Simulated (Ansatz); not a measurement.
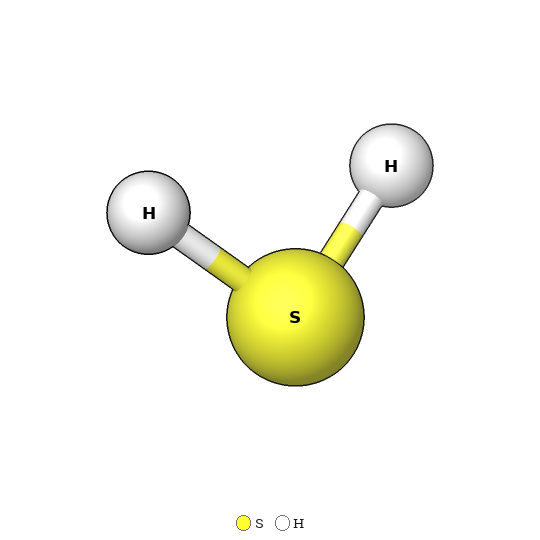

Rendered structure (ball-and-stick style).

The geometry was computed by an optimisation with PBE0-D4/def2-TZVP.

Description:

It has 3 atoms: 2 hydrogen and 1 sulfur (H₂S). This geometry has C2v symmetry. Coordination: 1 S bent.

More results for the same structure follow; atom numbers are the same in all pictures, views and colours differ.

### Geometry

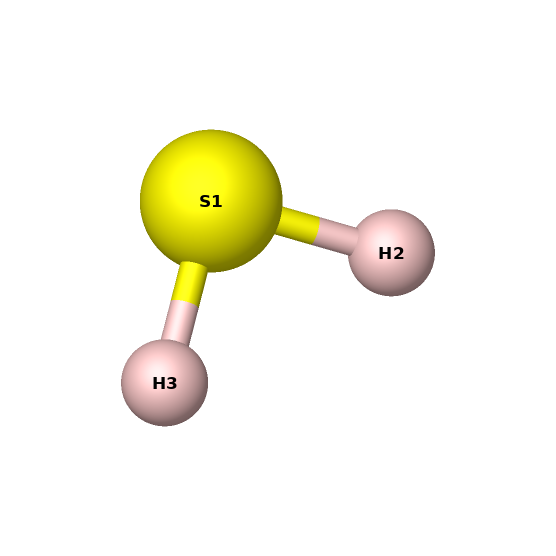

Atoms carry their numbers in the input.

What are the angles H2–S1–H3?

```tsv
angle	degrees
H2–S1–H3	92.3
```

### Charges

The questions are on Mulliken charges. Level of theory: RKS PBE0-D4/def2-TZVP (Ansatz 0.2.0).

Give the Mulliken charges atom by atom.

```csv
atom,value (e)
S1,−0.35
H2,0.17
H3,0.17
```

### Dipole moment

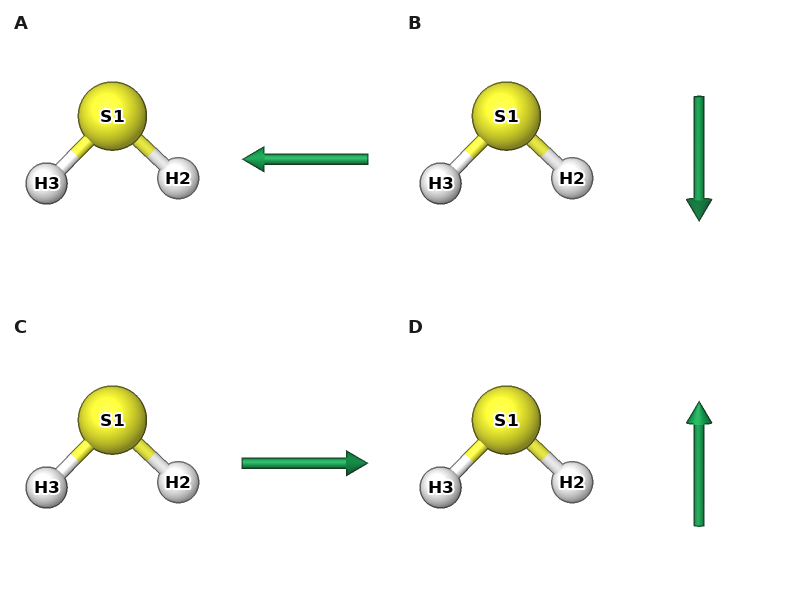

The same molecule four times, each with an arrow. Properties computed with RKS PBE0-D4/def2-TZVP (Ansatz 0.2.0).

Which arrow points along the dipole moment, from the negative to the positive end?

Answer. B. The dipole moment is 1.16 D; it points from the side of S1 to the side of H2, H3 (the outermost atoms at the two ends).

### Electronic properties

Level of theory: RKS PBE0-D4/def2-TZVPP (Ansatz 0.2.0).

What does the calculation give?

- HOMO energy (Kohn–Sham orbital): −7.49 eV
- LUMO energy (Kohn–Sham orbital): 0.60 eV
- HOMO–LUMO gap: 8.09 eV

Mulliken values depend strongly on the basis set and can even reverse the polarity of a bond.
